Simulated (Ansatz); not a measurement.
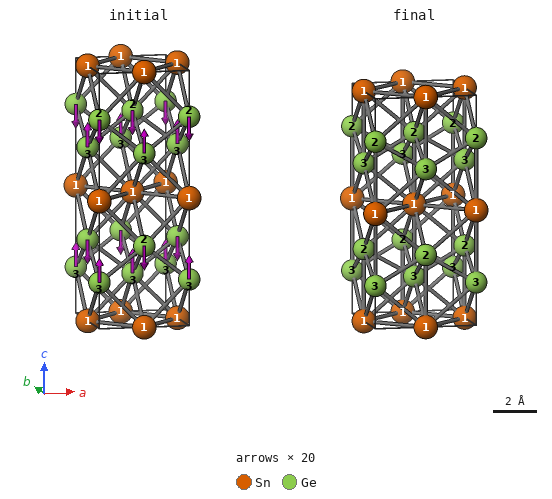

The structure of a crystal of SnGe$_{2}$ (a generated structure, set up in Fmmm) before (left) and after (right) a relaxation, at one scale. The purple arrows give the displacements (the part carried along by the change of the cell is left out), magnified 20 times.

Style: ball-and-stick. Shown: the conventional cell (4 times the calculation's cell), slightly off an axis. Lengths and directions refer to the drawn axes.

Computed with DFT PBE, scalar-relativistic, plane waves, PAW in Ansatz 0.2.0. Set-up: plane-wave cutoff 420 eV; k-point mesh 14 × 14 × 14; occupations gaussian; smearing width 0.1 eV; no spin polarisation; cell and atoms relaxed; force threshold 0.01 eV/Å; at most 80 steps.

> Summarise the run.

The largest moves relative to the cell, 0.060 Å, are those of Ge2 and Ge3. Ge3 goes along +c. Sn stays in place. Cell: a 4.360 → 4.894 Å (+12.3 %), b 5.003 → 4.898 Å (−2.1 %), c 12.226 → 11.020 Å (−9.9 %). Volume −0.9 %. Near-neighbour distances that change, for instance: Sn1–Ge2 3.897 → 3.453 Å, Ge2–Ge3 3.014 → 2.819 Å, Sn1–Sn1 3.318 → 3.462 Å, Sn1–Ge2 (another image) 3.342 → 3.198 Å. Bond angles that change, for instance: Ge3–Ge2–Ge3 104.7° → 120.6°, Sn1–Ge2–Ge3 83.1° → 69.8°, Sn1–Ge2–Sn1 89.1° → 99.9°. The space group (tolerance 0.01 Å) goes from Fmmm (No. 69) to I4/mmm (No. 139). After 10 accepted moves (13 points after the start) the energy has fallen by 10.8 meV per atom. The largest force component goes from 0.05 to 0.00051 eV/Å. Pressure: 0.31 GPa at the start and 0.01 GPa at the end. The line search rejected the trial step at point 7 of the run. At 2 points the geometry stayed and the basis and grid were re-selected for the new cell (energy shift of 0.8 meV per atom at most each time). The run took 7 min on 1 thread of Intel(R) Xeon(R) Platinum 8488C (Sapphire Rapids) (shared host), peak memory 0.91 GiB.
